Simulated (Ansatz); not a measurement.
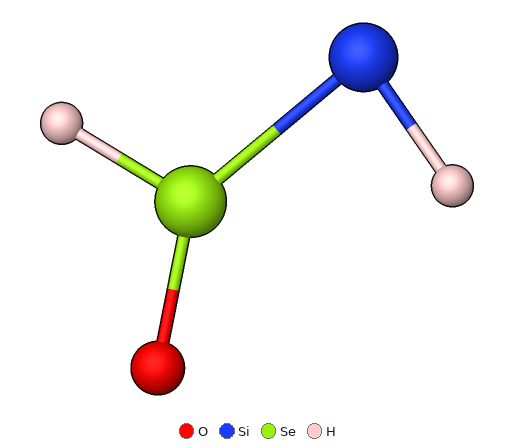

A ball-and-stick model of a molecule.

Question: Count the atoms of each element.

Answer: H₂OSeSi, 5 atoms: 2 hydrogen, 1 oxygen, 1 selenium and 1 silicon.

Question: Which point group does it belong to?

Answer: Cs.

Question: How many bonds of each kind are drawn?

Answer: 1 Se–H, 1 O–Se, 1 Se–Si, 1 Si–H. Sticks follow a distance rule.

Question: How many sets of symmetry-equivalent atoms are there?

Answer: 5: 1 O, 1 Si, 1 Se, 1 H, 1 H.

More results for the same structure follow; atom numbers are the same in all pictures, views and colours differ. The computed structure is the end point of a PBE0-D4/def2-TZVP optimisation. No frequency run is at hand to confirm it as a minimum.

**Shape**

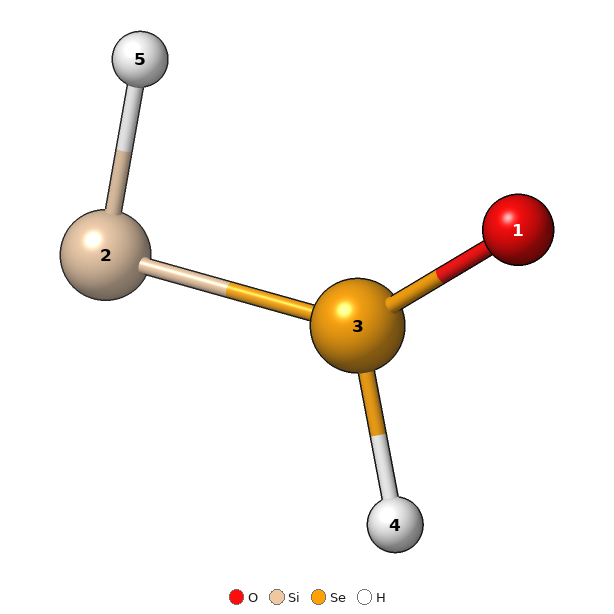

No frequency run is at hand to confirm it as a minimum.

Give these bond angles: Se3–Si2–H5, O1–Se3–Si2, O1–Se3–H4, Si2–Se3–H4.

| angle | degrees |
| --- | --- |
| Se3–Si2–H5 | 86.5 |
| O1–Se3–Si2 | 140.6 |
| O1–Se3–H4 | 108.8 |
| Si2–Se3–H4 | 110.6 |

**Dipole moment**

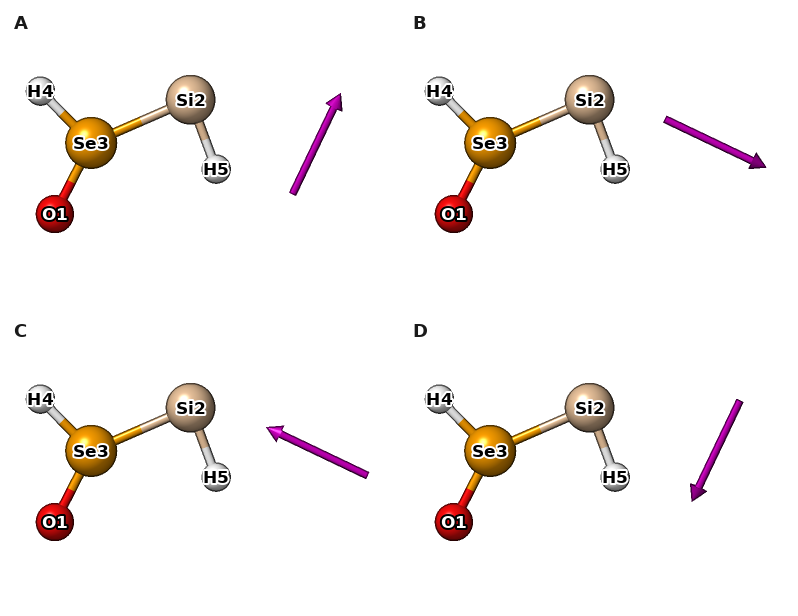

The same molecule four times, each with an arrow. No frequency run is at hand to confirm it as a minimum. Method: RKS PBE0-D4/def2-TZVP (Ansatz 0.2.0).

Question: Which arrow points along the dipole moment, from the negative to the positive end?

Answer: A. The dipole moment is 3.45 D; it points from the side of O1 to the side of Si2 (the outermost atoms at the two ends).

**Electronic properties**

No frequency run is at hand to confirm it as a minimum. Level of theory: RKS PBE0-D4/def2-TZVPP (Ansatz 0.2.0).

Computed properties:

- HOMO energy (Kohn–Sham orbital): −6.88 eV
- LUMO energy (Kohn–Sham orbital): −2.81 eV
- HOMO–LUMO gap: 4.07 eV

**Charges**

The questions are on Mulliken charges. No frequency run is at hand to confirm it as a minimum. Properties computed with RKS PBE0-D4/def2-TZVP (Ansatz 0.2.0).

Question: Which atom carries the highest charge (most positive or least negative)?

Answer: Se3 (0.37 e).

Question: And the lowest?

Answer: O1 (−0.52 e).

Give the Mulliken charges atom by atom.

```json
{"atom": "O1", "value (e)": "−0.52"}
{"atom": "Si2", "value (e)": "0.01"}
{"atom": "Se3", "value (e)": "0.37"}
{"atom": "H4", "value (e)": "0.11"}
{"atom": "H5", "value (e)": "0.03"}
```

Mulliken values depend strongly on the basis set and can even reverse the polarity of a bond.
